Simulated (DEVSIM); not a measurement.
Structure: illuminated Si p-on-n cell, one wavelength, at 300 K.

| layer (left to right) | material | thickness (μm) | Nd (cm⁻³) | Na (cm⁻³) | τn (s) | τp (s) | absorption coefficient (cm⁻¹) |
|---|---|---|---|---|---|---|---|
| 1 | Si | 0.160 | - | 2.3e18 | 1.4e-5 | 0.00011 | 190 |
| 2 | Si | 100 | 2.9e16 | - | 0.00041 | 0.00041 | 190 |

Left contact: ohmic, minority electron recombination velocity 100 cm/s. Right contact: ohmic, minority hole recombination velocity 20000 cm/s. Voltage is applied to the left contact. Recombination: SRH at mid-gap, radiative, Auger. Light enters at the left, 6.5e17 photons cm⁻² s⁻¹, one pass, no reflection. Mobility is constant in doping.

The device is made up for the run: typed textbook-type constants, with dimensions and the other settings drawn at random. Values at 300 K.

```
parameter           Si
-------------  -------
gap (eV)         1.124
affinity (eV)     4.05
permittivity      11.7
Nc (cm⁻³)      2.86e19
Nv (cm⁻³)       3.1e19
μn (cm²/Vs)       1417
μp (cm²/Vs)        470
B (cm³/s)      4.7e-15
Cn (cm⁶/s)     2.8e-31
Cp (cm⁶/s)     9.9e-32
```

Simulated with DEVSIM: 1D drift-diffusion, Boltzmann statistics, complete ionisation; no tunnelling, impact ionisation, image-force lowering or self-heating.

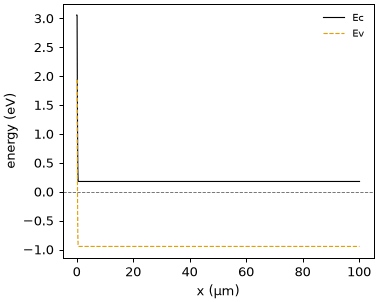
Band edges at -2.0 V on the left contact, in the dark

Energies count from the Fermi level of the right contact; mesh points crowd at the junctions.

```json
[
 {"x (μm)": "0.000", "Ec (eV)": "3.057", "Ev (eV)": "1.933", "n (cm⁻³)": "< 1e2", "p (cm⁻³)": "2.3e18", "field (V/cm)": "≈ 0"},
 {"x (μm)": "0.02650", "Ec (eV)": "3.057", "Ev (eV)": "1.933", "n (cm⁻³)": "< 1e2", "p (cm⁻³)": "2.3e18", "field (V/cm)": "≈ 0"},
 {"x (μm)": "0.07313", "Ec (eV)": "3.057", "Ev (eV)": "1.933", "n (cm⁻³)": "< 1e2", "p (cm⁻³)": "2.3e18", "field (V/cm)": "≈ 0"},
 {"x (μm)": "0.1238", "Ec (eV)": "3.057", "Ev (eV)": "1.933", "n (cm⁻³)": "< 1e2", "p (cm⁻³)": "2.3e18", "field (V/cm)": "≈ 0"},
 {"x (μm)": "0.1610", "Ec (eV)": "2.978", "Ev (eV)": "1.854", "n (cm⁻³)": "< 1e2", "p (cm⁻³)": "1.1e17", "field (V/cm)": "-160000"},
 {"x (μm)": "0.1925", "Ec (eV)": "2.502", "Ev (eV)": "1.378", "n (cm⁻³)": "< 1e2", "p (cm⁻³)": "1.1e9", "field (V/cm)": "-140000"},
 {"x (μm)": "0.2639", "Ec (eV)": "1.592", "Ev (eV)": "0.468", "n (cm⁻³)": "< 1e2", "p (cm⁻³)": "< 1e2", "field (V/cm)": "-110000"},
 {"x (μm)": "0.5209", "Ec (eV)": "0.189", "Ev (eV)": "-0.935", "n (cm⁻³)": "1.9e16", "p (cm⁻³)": "< 1e2", "field (V/cm)": "-4500"},
 {"x (μm)": "1.006", "Ec (eV)": "0.178", "Ev (eV)": "-0.946", "n (cm⁻³)": "2.9e16", "p (cm⁻³)": "< 1e2", "field (V/cm)": "≈ 0"},
 {"x (μm)": "2.105", "Ec (eV)": "0.178", "Ev (eV)": "-0.946", "n (cm⁻³)": "2.9e16", "p (cm⁻³)": "< 1e2", "field (V/cm)": "≈ 0"},
 {"x (μm)": "4.588", "Ec (eV)": "0.178", "Ev (eV)": "-0.946", "n (cm⁻³)": "2.9e16", "p (cm⁻³)": "160", "field (V/cm)": "≈ 0"},
 {"x (μm)": "13.53", "Ec (eV)": "0.178", "Ev (eV)": "-0.946", "n (cm⁻³)": "2.9e16", "p (cm⁻³)": "500", "field (V/cm)": "≈ 0"},
 {"x (μm)": "30.44", "Ec (eV)": "0.178", "Ev (eV)": "-0.946", "n (cm⁻³)": "2.9e16", "p (cm⁻³)": "1100", "field (V/cm)": "≈ 0"},
 {"x (μm)": "62.59", "Ec (eV)": "0.178", "Ev (eV)": "-0.946", "n (cm⁻³)": "2.9e16", "p (cm⁻³)": "2400", "field (V/cm)": "≈ 0"},
 {"x (μm)": "87.69", "Ec (eV)": "0.178", "Ev (eV)": "-0.946", "n (cm⁻³)": "2.9e16", "p (cm⁻³)": "3300", "field (V/cm)": "≈ 0"},
 {"x (μm)": "94.66", "Ec (eV)": "0.178", "Ev (eV)": "-0.946", "n (cm⁻³)": "2.9e16", "p (cm⁻³)": "3600", "field (V/cm)": "≈ 0"},
 {"x (μm)": "97.74", "Ec (eV)": "0.178", "Ev (eV)": "-0.946", "n (cm⁻³)": "2.9e16", "p (cm⁻³)": "3700", "field (V/cm)": "≈ 0"},
 {"x (μm)": "99.10", "Ec (eV)": "0.178", "Ev (eV)": "-0.946", "n (cm⁻³)": "2.9e16", "p (cm⁻³)": "3700", "field (V/cm)": "≈ 0"},
 {"x (μm)": "99.83", "Ec (eV)": "0.178", "Ev (eV)": "-0.946", "n (cm⁻³)": "2.9e16", "p (cm⁻³)": "3800", "field (V/cm)": "≈ 0"},
 {"x (μm)": "100.0", "Ec (eV)": "0.178", "Ev (eV)": "-0.946", "n (cm⁻³)": "2.9e16", "p (cm⁻³)": "3800", "field (V/cm)": "≈ 0"},
 {"x (μm)": "100.1", "Ec (eV)": "0.178", "Ev (eV)": "-0.946", "n (cm⁻³)": "2.9e16", "p (cm⁻³)": "3800", "field (V/cm)": "≈ 0"},
 {"x (μm)": "100.2", "Ec (eV)": "0.178", "Ev (eV)": "-0.946", "n (cm⁻³)": "2.9e16", "p (cm⁻³)": "3800", "field (V/cm)": "≈ 0"}
]
```
